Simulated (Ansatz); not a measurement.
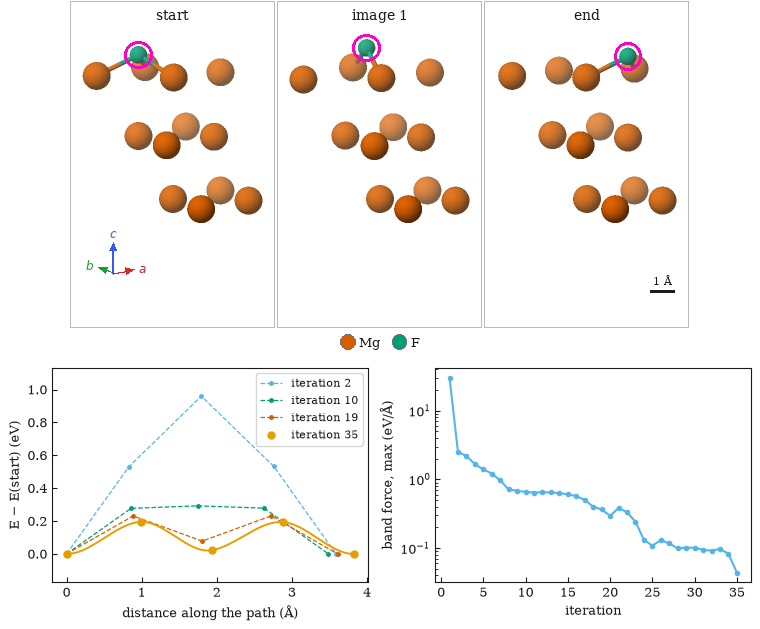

NEB run on F on Mg(0001) (13 atoms in the cell). Images are numbered from 0 (start) to 4 (end). The plot follows the band through its iterations. A ball-and-stick model of the simulation cell, with the vacuum cut short (origin moved), seen slightly off an axis. The moving atom is ringed, with any periodic copies. Bonds to atoms that aren't drawn are left out.

Theory: Ansatz 0.2.0, DFT PBEsol, scalar-relativistic, plane waves, PAW. Run with plane-wave cutoff 420 eV; k-point mesh 4 × 4 × 1; Gaussian smearing 0.1 eV; 4 atoms held fixed; 3 movable images; climbing image; force threshold 0.05 eV/Å; iteration limit 50; optimiser FIRE; largest step 0.5 Å.

How did the profile develop, and is the result final?

The run is converged, with reservations. The band converged in 35 iterations. The largest component of the band force went from 30 to 0.044 eV/Å. The climbing image converged on the top of the path. Its curvatures weren't checked. The step length is far from the usual. The first iteration put the highest image at 9.139 eV. The barrier is about 0.195 eV in both directions, with image 1 at the top; the ends have the same energy. The profile has 2 maxima (images 1, 3) with a dip at image 2 (+0.023 eV), so the process runs in steps.

Limits of the set-up: the cell has an odd number of electrons but was run without spin polarisation; the periodic images lie only 6.4 Å apart, so the values are limited by the cell's size.

Cost: 12 min on 4 threads of Intel(R) Xeon(R) Platinum 8488C (Sapphire Rapids) (shared host), peak memory 2.6 GiB.
